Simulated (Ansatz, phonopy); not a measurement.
# Grüneisen parameters and expansion of BP (F-43m), part 3 of 4

Wanted: mode Grüneisen parameters of BP and a free-energy fit over volumes.

What experiment has found for this phase:
- volume expansion coefficient 9.6 1e-6/K near room temperature (given in “Thermal expansion coefficients of high thermal conducting BAs and BP materials (three times its linear coefficient)”, 2019, arxiv:1906.04101)

Ansatz 0.2.0; DFT PBE, scalar-relativistic, plane waves, PAW.

So far, highest frequency (cm⁻¹): step 5 (phonons, V/V0 1) 805.

### 7. Lattice dynamics at this volume, V/V0 1.015

The same q-mesh and k-mesh are kept at every volume, so that much of their error can cancel in the differences.

input.yaml reads:

```yaml
crystal:
  lattice:
    - [0.0, 2.2854998608, 2.2854998608]
    - [2.2854998608, 0.0, 2.2854998608]
    - [2.2854998608, 2.2854998608, 0.0]
  atoms:
    - { symbol: B, position: [0.0, 0.0, 0.0] }
    - { symbol: P, position: [0.25, 0.25, 0.25] }
kpoints:
  mp_grid: { grid: [12, 12, 12] }
hamiltonian:
  xc: pbe
scf:
  occupations: { method: fixed }
output:
  eigenvalues: true
phonons:
  method: dfpt
  dielectric: true
  rigid_motions: translations
  qmesh: [4, 4, 4]
  temperatures: { t_max: 1000, t_step: 50 }
  qpath:
    path:
      - [[0.0, 0.0, 0.0], [-0.5, -0.5, 0.0], [-0.375, -0.375, 0.25]]
      - [[-0.375, 0.0, 0.375], [0.0, 0.0, 0.0], [0.0, 0.0, 0.5], [-0.5, -0.25, 0.25], [-0.5, -0.5, 0.0]]
    npoints: 10
```

The run is started by

```sh
> ansatz run input.yaml --threads 2 --pin off --max-ram 5120MiB --backend cpu --events-out ev --progress --plain --runs-dir out
```

Numbers of over 12 decimals in the logs are rounded to 6 here.

What it wrote:

```text
[...]
Crystal: 2 atoms, lattice volume = 23.877 Å³
Basis set: ecut = 420 eV, 459 PW (Γ), exchange–correlation on 48×48×48 points (8 copies of the dense FFT grid, shifted against one another)
Bands: 8, of which v1, the nominal top of the filled ones, is band 4 counted from 1 (3 counted from 0)
Symmetry: 24 space group operations
[...]
optical modes at Γ + LO–TO along q̂ = [0.0000, 1.0000, 0.0000]:
      ω (cm⁻¹)  modes    IR ((D/Å)²/amu)
        787.68      2             1.1332
        791.18      1             0.5666
  optical modes at Γ + LO–TO along q̂ = [0.0000, 0.0000, 1.0000]:
      ω (cm⁻¹)  modes    IR ((D/Å)²/amu)
        787.68      2             1.1332
        791.18      1             0.5666
--- Phonons (arbitrary-q DFPT): 8 irreducible q on the 4×4×4 mesh ---
[...]
interpolated dispersion: 63 rows × 6 modes
[...]
[key lines of the parts left out:]
SCF converged after 8 iterations
Free energy (F): -912.444665 eV
Fermi energy:    8.969675 eV
```

Elapsed: 65 s, on 2 threads of Intel Xeon 6975P-C (Granite Rapids), shared host; peak memory 1.2 GiB.

No mode is imaginary beyond numerical noise at the solved wavevectors. The highest zone-centre mode (no LO–TO term) moved by -1.5 % for a volume change of +1.5 %.

### 8. A cell at another volume, V/V0 0.985

Symmetry fixes every atom, so a single point at the scaled cell gives the energy and pressure of this member.

input.yaml, the sections that differ from step 7:

```yaml
crystal:
  lattice:
    - [0.0, 2.2627570599, 2.2627570599]
    - [2.2627570599, 0.0, 2.2627570599]
    - [2.2627570599, 2.2627570599, 0.0]
  atoms:
    - { symbol: B, position: [0.0, 0.0, 0.0] }
    - { symbol: P, position: [0.25, 0.25, 0.25] }
output:
  forces: true
  stress: true
  eigenvalues: true
# kpoints, hamiltonian, scf: as in step 7
# phonons: removed
```

What it wrote:

```text
[...]
Crystal: 2 atoms, lattice volume = 23.171 Å³
Basis set: ecut = 420 eV, 459 PW (Γ), exchange–correlation on 48×48×48 points (8 copies of the dense FFT grid, shifted against one another)
Bands: 8, of which v1, the nominal top of the filled ones, is band 4 counted from 1 (3 counted from 0)
Symmetry: 24 space group operations
[...]
k-points: 72 of 1728 (time reversal used)
[...]
Free energy (F): -912.444528 eV
[...]
Internal energy: -912.444528 eV  (E = F + TS)
E sigma→0 (E₀):  -912.444528 eV
Fermi energy:    9.377398 eV
[...]
--- Stress (GPa, compression-positive) ---
        2.525064      -0.000000      -0.000000
        0.000000       2.525064       0.000000
       -0.000000       0.000000       2.525064
  P = ⅓ Tr σ = 2.5251 GPa (25.251 kbar)
--- Band table (eV; the first three rows and the last of 72) ---
[...]
[key lines of the parts left out:]
SCF converged after 6 iterations
```

Elapsed: 0.46 s, on 2 threads; peak memory 0.34 GiB; 0.82 s of CPU time.

The run ends at a pressure of 2.53 GPa.

### 9. Lattice dynamics at this volume, V/V0 0.985

The same q-mesh and k-mesh are kept at every volume, so that much of their error can cancel in the differences.

input.yaml, the sections that differ from step 8:

```yaml
output:
  eigenvalues: true
phonons:
  method: dfpt
  dielectric: true
  rigid_motions: translations
  qmesh: [4, 4, 4]
  temperatures: { t_max: 1000, t_step: 50 }
  qpath:
    path:
      - [[0.0, 0.0, 0.0], [-0.5, -0.5, 0.0], [-0.375, -0.375, 0.25]]
      - [[-0.375, 0.0, 0.375], [0.0, 0.0, 0.0], [0.0, 0.0, 0.5], [-0.5, -0.25, 0.25], [-0.5, -0.5, 0.0]]
    npoints: 10
# crystal, kpoints, hamiltonian, scf: as in step 8
```

What it wrote:

```text
[...]
Crystal: 2 atoms, lattice volume = 23.171 Å³
Basis set: ecut = 420 eV, 459 PW (Γ), exchange–correlation on 48×48×48 points (8 copies of the dense FFT grid, shifted against one another)
Bands: 8, of which v1, the nominal top of the filled ones, is band 4 counted from 1 (3 counted from 0)
Symmetry: 24 space group operations
[...]
optical modes at Γ + LO–TO along q̂ = [0.0000, 1.0000, 0.0000]:
      ω (cm⁻¹)  modes    IR ((D/Å)²/amu)
        811.81      2             1.6859
        817.01      1             0.8430
  optical modes at Γ + LO–TO along q̂ = [0.0000, 0.0000, 1.0000]:
      ω (cm⁻¹)  modes    IR ((D/Å)²/amu)
        811.81      2             1.6859
        817.01      1             0.8430
--- Phonons (arbitrary-q DFPT): 8 irreducible q on the 4×4×4 mesh ---
[...]
interpolated dispersion: 63 rows × 6 modes
[...]
[key lines of the parts left out:]
SCF converged after 8 iterations
Free energy (F): -912.444528 eV
Fermi energy:    9.377359 eV
```

Wall time 62 s (2 threads); peak memory 1.1 GiB; 2 min of CPU time.

No mode is imaginary beyond numerical noise at the solved wavevectors. The highest zone-centre mode (no LO–TO term) moved by +1.5 % for a volume change of -1.5 %.

### 10. A cell at another volume, V/V0 1.03

Symmetry fixes every atom, so a single point at the scaled cell gives the energy and pressure of this member.

The cell differs from the one that the last finished run ended in (a 3.200 → 3.248 Å, b 3.200 → 3.248 Å, c 3.200 → 3.248 Å).

input.yaml, the sections that differ from step 9:

```yaml
crystal:
  lattice:
    - [0.0, 2.2967034705, 2.2967034705]
    - [2.2967034705, 0.0, 2.2967034705]
    - [2.2967034705, 2.2967034705, 0.0]
  atoms:
    - { symbol: B, position: [0.0, 0.0, 0.0] }
    - { symbol: P, position: [0.25, 0.25, 0.25] }
output:
  forces: true
  stress: true
  eigenvalues: true
# kpoints, hamiltonian, scf: as in step 9
# phonons: removed
```

What it wrote:

```text
[...]
Crystal: 2 atoms, lattice volume = 24.230 Å³
Basis set: ecut = 420 eV, 459 PW (Γ), exchange–correlation on 48×48×48 points (8 copies of the dense FFT grid, shifted against one another)
Bands: 8, of which v1, the nominal top of the filled ones, is band 4 counted from 1 (3 counted from 0)
Symmetry: 24 space group operations
[...]
k-points: 72 of 1728 (time reversal used)
[...]
Free energy (F): -912.437082 eV
[...]
Internal energy: -912.437082 eV  (E = F + TS)
E sigma→0 (E₀):  -912.437082 eV
Fermi energy:    8.773597 eV
[...]
--- Stress (GPa, compression-positive) ---
       -4.519189      -0.000000       0.000000
       -0.000000      -4.519189       0.000000
        0.000000       0.000000      -4.519189
  P = ⅓ Tr σ = -4.5192 GPa (-45.192 kbar)
--- Band table (eV; the first three rows and the last of 72) ---
[...]
[key lines of the parts left out:]
SCF converged after 6 iterations
```

Wall time 0.58 s (2 threads); peak memory 0.34 GiB.

The run ends at a pressure of -4.52 GPa.

### 11. Lattice dynamics at this volume, V/V0 1.03

Phonons at this volume give one point of F(V, T); meshes stay fixed along the series.

input.yaml, the sections that differ from step 10:

```yaml
output:
  eigenvalues: true
phonons:
  method: dfpt
  dielectric: true
  rigid_motions: translations
  qmesh: [4, 4, 4]
  temperatures: { t_max: 1000, t_step: 50 }
  qpath:
    path:
      - [[0.0, 0.0, 0.0], [-0.5, -0.5, 0.0], [-0.375, -0.375, 0.25]]
      - [[-0.375, 0.0, 0.375], [0.0, 0.0, 0.0], [0.0, 0.0, 0.5], [-0.5, -0.25, 0.25], [-0.5, -0.5, 0.0]]
    npoints: 10
# crystal, kpoints, hamiltonian, scf: as in step 10
```

What it wrote:

```text
[...]
Crystal: 2 atoms, lattice volume = 24.230 Å³
Basis set: ecut = 420 eV, 459 PW (Γ), exchange–correlation on 48×48×48 points (8 copies of the dense FFT grid, shifted against one another)
Bands: 8, of which v1, the nominal top of the filled ones, is band 4 counted from 1 (3 counted from 0)
Symmetry: 24 space group operations
[...]
optical modes at Γ + LO–TO along q̂ = [0.0000, 1.0000, 0.0000]:
      ω (cm⁻¹)  modes    IR ((D/Å)²/amu)
        776.08      2             0.9046
        778.87      1             0.4523
  optical modes at Γ + LO–TO along q̂ = [0.0000, 0.0000, 1.0000]:
      ω (cm⁻¹)  modes    IR ((D/Å)²/amu)
        776.08      2             0.9046
        778.87      1             0.4523
--- Phonons (arbitrary-q DFPT): 8 irreducible q on the 4×4×4 mesh ---
[...]
interpolated dispersion: 63 rows × 6 modes
[...]
[key lines of the parts left out:]
SCF converged after 8 iterations
Free energy (F): -912.437082 eV
Fermi energy:    8.773532 eV
```

Run time: 63 s. Hardware: 2 threads; peak memory 1.2 GiB; 2.1 min of CPU time.

No mode is imaginary beyond numerical noise at the solved wavevectors. The highest zone-centre mode (no LO–TO term) moved by -2.9 % for a volume change of +3.0 %.

### 12. Single point at a scaled cell, V/V0 0.97

Symmetry fixes every atom, so a single point at the scaled cell gives the energy and pressure of this member.

The cell differs from the one that the last finished run ended in (a 3.248 → 3.184 Å, b 3.248 → 3.184 Å, c 3.248 → 3.184 Å).

input.yaml, the sections that differ from step 11:

```yaml
crystal:
  lattice:
    - [0.0, 2.2512121802, 2.2512121802]
    - [2.2512121802, 0.0, 2.2512121802]
    - [2.2512121802, 2.2512121802, 0.0]
  atoms:
    - { symbol: B, position: [0.0, 0.0, 0.0] }
    - { symbol: P, position: [0.25, 0.25, 0.25] }
output:
  forces: true
  stress: true
  eigenvalues: true
# kpoints, hamiltonian, scf: as in step 11
# phonons: removed
```

What it wrote:

```text
[...]
Crystal: 2 atoms, lattice volume = 22.818 Å³
Basis set: ecut = 420 eV, 459 PW (Γ), exchange–correlation on 48×48×48 points (8 copies of the dense FFT grid, shifted against one another)
Bands: 8, of which v1, the nominal top of the filled ones, is band 4 counted from 1 (3 counted from 0)
Symmetry: 24 space group operations
[...]
k-points: 72 of 1728 (time reversal used)
[...]
Free energy (F): -912.436021 eV
[...]
Internal energy: -912.436021 eV  (E = F + TS)
E sigma→0 (E₀):  -912.436021 eV
Fermi energy:    9.589315 eV
[...]
--- Stress (GPa, compression-positive) ---
        5.233675      -0.000000      -0.000000
       -0.000000       5.233675       0.000000
       -0.000000       0.000000       5.233675
  P = ⅓ Tr σ = 5.2337 GPa (52.337 kbar)
--- Band table (eV; the first three rows and the last of 72) ---
[...]
[key lines of the parts left out:]
SCF converged after 6 iterations
```

Run time: 0.51 s. Hardware: 2 threads; peak memory 0.33 GiB.

The run ends at a pressure of 5.23 GPa.

### 13. Lattice dynamics at this volume, V/V0 0.97

Phonons at this volume give one point of F(V, T); meshes stay fixed along the series.

input.yaml, the sections that differ from step 12:

```yaml
output:
  eigenvalues: true
phonons:
  method: dfpt
  dielectric: true
  rigid_motions: translations
  qmesh: [4, 4, 4]
  temperatures: { t_max: 1000, t_step: 50 }
  qpath:
    path:
      - [[0.0, 0.0, 0.0], [-0.5, -0.5, 0.0], [-0.375, -0.375, 0.25]]
      - [[-0.375, 0.0, 0.375], [0.0, 0.0, 0.0], [0.0, 0.0, 0.5], [-0.5, -0.25, 0.25], [-0.5, -0.5, 0.0]]
    npoints: 10
# crystal, kpoints, hamiltonian, scf: as in step 12
```

What it wrote:

```text
[...]
Crystal: 2 atoms, lattice volume = 22.818 Å³
Basis set: ecut = 420 eV, 459 PW (Γ), exchange–correlation on 48×48×48 points (8 copies of the dense FFT grid, shifted against one another)
Bands: 8, of which v1, the nominal top of the filled ones, is band 4 counted from 1 (3 counted from 0)
Symmetry: 24 space group operations
[...]
optical modes at Γ + LO–TO along q̂ = [0.0000, 1.0000, 0.0000]:
      ω (cm⁻¹)  modes    IR ((D/Å)²/amu)
        824.36      2             2.0137
        830.58      1             1.0069
  optical modes at Γ + LO–TO along q̂ = [0.0000, 0.0000, 1.0000]:
      ω (cm⁻¹)  modes    IR ((D/Å)²/amu)
        824.36      2             2.0137
        830.58      1             1.0069
--- Phonons (arbitrary-q DFPT): 8 irreducible q on the 4×4×4 mesh ---
[...]
interpolated dispersion: 63 rows × 6 modes
[...]
[key lines of the parts left out:]
SCF converged after 8 iterations
Free energy (F): -912.436021 eV
Fermi energy:    9.589284 eV
```

Wall time 62 s (2 threads); peak memory 1.1 GiB.

LO-TO term included. The phonon branches at the labelled points (cm⁻¹):

```csv
point,branch 1,branch 2,branch 3,branch 4,branch 5,branch 6
Γ,0,0,0,824,824,831
X,312,312,540,733,733,806
U,309,405,482,694,736,810
jump to K,309,405,482,694,736,810
Γ,0,0,0,824,824,831
L,223,223,522,776,786,786
W,370,416,448,686,732,803
X,312,312,540,733,733,806
```

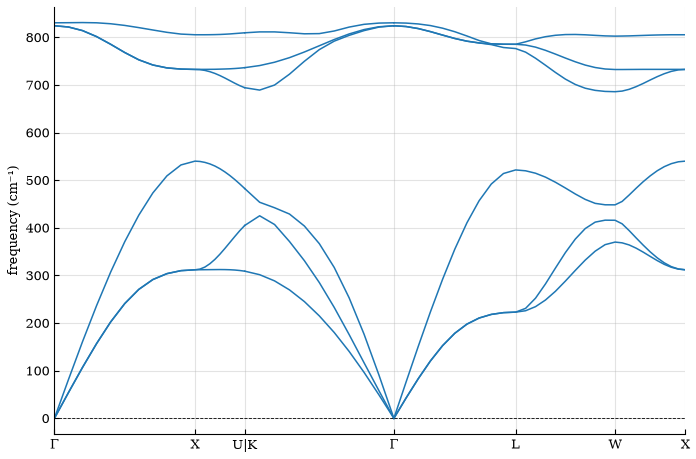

Phonon branches along the path.

No mode is imaginary beyond numerical noise at the solved wavevectors. The highest zone-centre mode (no LO–TO term) moved by +3.1 % for a volume change of -3.0 %.

### 14. A cell at another volume, V/V0 1.05

Symmetry fixes every atom, so a single point at the scaled cell gives the energy and pressure of this member.

The cell differs from the one that the last finished run ended in (a 3.184 → 3.269 Å, b 3.184 → 3.269 Å, c 3.184 → 3.269 Å).

input.yaml, the sections that differ from step 13:

```yaml
crystal:
  lattice:
    - [0.0, 2.3114736737, 2.3114736737]
    - [2.3114736737, 0.0, 2.3114736737]
    - [2.3114736737, 2.3114736737, 0.0]
  atoms:
    - { symbol: B, position: [0.0, 0.0, 0.0] }
    - { symbol: P, position: [0.25, 0.25, 0.25] }
output:
  forces: true
  stress: true
  eigenvalues: true
# kpoints, hamiltonian, scf: as in step 13
# phonons: removed
```

What it wrote:

```text
[...]
Crystal: 2 atoms, lattice volume = 24.700 Å³
Basis set: ecut = 420 eV, 531 PW (Γ), exchange–correlation on 48×48×48 points (8 copies of the dense FFT grid, shifted against one another)
Bands: 8, of which v1, the nominal top of the filled ones, is band 4 counted from 1 (3 counted from 0)
Symmetry: 24 space group operations
[...]
k-points: 72 of 1728 (time reversal used)
[...]
Free energy (F): -912.419824 eV
[...]
Internal energy: -912.419824 eV  (E = F + TS)
E sigma→0 (E₀):  -912.419824 eV
Fermi energy:    8.518950 eV
[...]
--- Stress (GPa, compression-positive) ---
       -7.193322       0.000000      -0.000000
        0.000000      -7.193322       0.000000
       -0.000000       0.000000      -7.193322
  P = ⅓ Tr σ = -7.1933 GPa (-71.933 kbar)
--- Band table (eV; the first three rows and the last of 72) ---
[...]
[key lines of the parts left out:]
SCF converged after 7 iterations
```

Run time: 0.51 s. Hardware: 2 threads; peak memory 0.34 GiB; 0.91 s of CPU time.

The run ends at a pressure of -7.19 GPa.

### 15. Lattice dynamics at this volume, V/V0 1.05

Phonons at this volume give one point of F(V, T); meshes stay fixed along the series.

input.yaml, the sections that differ from step 14:

```yaml
output:
  eigenvalues: true
phonons:
  method: dfpt
  dielectric: true
  rigid_motions: translations
  qmesh: [4, 4, 4]
  temperatures: { t_max: 1000, t_step: 50 }
  qpath:
    path:
      - [[0.0, 0.0, 0.0], [-0.5, -0.5, 0.0], [-0.375, -0.375, 0.25]]
      - [[-0.375, 0.0, 0.375], [0.0, 0.0, 0.0], [0.0, 0.0, 0.5], [-0.5, -0.25, 0.25], [-0.5, -0.5, 0.0]]
    npoints: 10
# crystal, kpoints, hamiltonian, scf: as in step 14
```

What it wrote:

```text
[...]
Crystal: 2 atoms, lattice volume = 24.700 Å³
Basis set: ecut = 420 eV, 531 PW (Γ), exchange–correlation on 48×48×48 points (8 copies of the dense FFT grid, shifted against one another)
Bands: 8, of which v1, the nominal top of the filled ones, is band 4 counted from 1 (3 counted from 0)
Symmetry: 24 space group operations
[...]
optical modes at Γ + LO–TO along q̂ = [0.0000, 1.0000, 0.0000]:
      ω (cm⁻¹)  modes    IR ((D/Å)²/amu)
        761.07      2             0.6452
        763.06      1             0.3226
  optical modes at Γ + LO–TO along q̂ = [0.0000, 0.0000, 1.0000]:
      ω (cm⁻¹)  modes    IR ((D/Å)²/amu)
        761.07      2             0.6452
        763.06      1             0.3226
--- Phonons (arbitrary-q DFPT): 8 irreducible q on the 4×4×4 mesh ---
[...]
interpolated dispersion: 63 rows × 6 modes
[...]
[key lines of the parts left out:]
SCF converged after 8 iterations
Free energy (F): -912.419824 eV
Fermi energy:    8.518938 eV
```

It took 63 s on 2 threads; peak memory 1.2 GiB; 2.1 min of CPU time.

LO-TO term included. The phonon branches at the labelled points (cm⁻¹):

```csv
point,branch 1,branch 2,branch 3,branch 4,branch 5,branch 6
Γ,0,0,0,761,761,763
X,314,314,502,651,651,742
U,309,390,450,623,657,732
jump to K,309,390,450,623,657,732
Γ,0,0,0,761,761,763
L,226,226,479,713,713,714
W,360,406,414,622,650,720
X,314,314,502,651,651,742
```

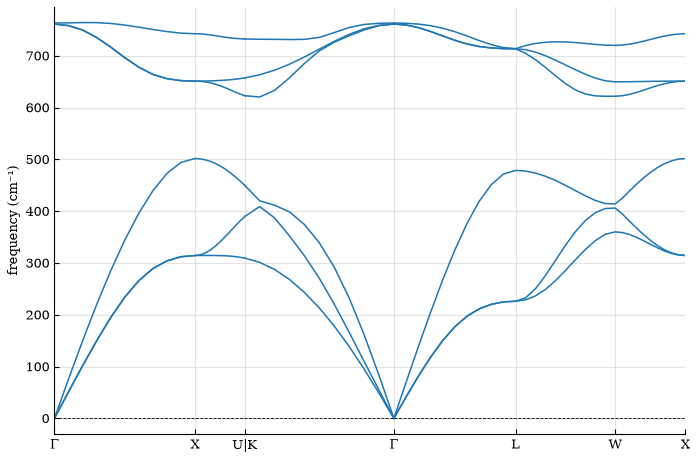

Phonon branches along the path.

No mode is imaginary beyond numerical noise at the solved wavevectors. The highest zone-centre mode (no LO–TO term) moved by -4.8 % for a volume change of +5.0 %.

### 16. How the modes move with volume

This step: DFT PBE, scalar-relativistic, plane waves, PAW (phonopy 4.10.0).

This step gave:

* share of modes with a negative Grüneisen parameter: 0.031

Mean Grüneisen, by row:

```csv
T (K),heat-capacity-weighted mean,root mean square
50,0.36,0.464
100,0.368,0.498
200,0.587,0.74
300,0.719,0.861
500,0.811,0.937
800,0.845,0.965
```

The mean mode Grueneisen parameter by wavenumber:

```csv
wavenumber (cm⁻¹),mean mode Grueneisen parameter
13,-
94,0.603
174,0.39
282,0.239
362,0.572
443,0.909
524,0.925
631,-
711,1.34
792,1.11
```

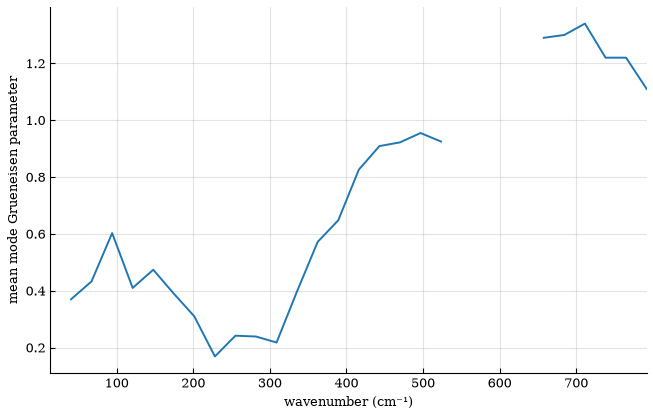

Mean mode Grueneisen parameter, plotted against wavenumber.

(Part 3 of 4 ends here.)

[Logs are printed without paths, hosts, clocks, repeated set-up lines and the standing remarks that a program may print on its own settings, such as how far it seeks lower states.]

[Hosts, paths, dates, database ids (printed as entryN), source tags and the programs' standing remarks are cut or masked in the printed files.]

[A step with changed settings may run another functional than the one named; its input shows which.]

[Of the runs on displaced cells, only some may be shown.]
